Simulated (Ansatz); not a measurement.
The end point of a relaxation of Nb. Space group Im-3m (No. 229), bcc (W type). Computed with PBE (plane waves to 420 eV, PAW, scalar-relativistic; Ansatz, an electronic-structure program).

```xyz
1
Lattice="2.3406 1.3513 0.9551 -2.3406 1.3513 0.9551 0.0000 -2.7027 0.9551" Properties=species:S:1:pos:R:3 pbc="T T T"
Nb     0.0000     0.0000     0.0000
```

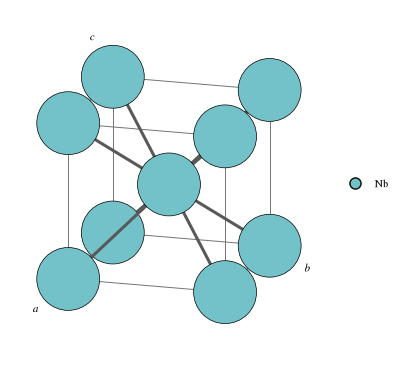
Fig. 1. The conventional cell of the relaxed structure

| Quantity | Value |
|---|---|
| Volume per atom | 18.13 Å³ |
| Band gap | no gap (metallic) |
| Shortest distances | Nb–Nb 2.87 Å |
| k-mesh | 20×20×20 |

No spin polarisation in the result.

Measured for Nb: a 3.294 Å (static lattice; corrected from measurement; as listed in Daniel Mejia-Rodriguez, S. B. Trickey, Phys. Rev. B (2018)). Computed minus measured — a: PBE +0.5 %. The computed values are for a static lattice.

The run could not lose the symmetry of its start.

It was reached from a disturbed copy of a P6/mmm (No. 191) cell, against which it lies -0.20 eV/atom.
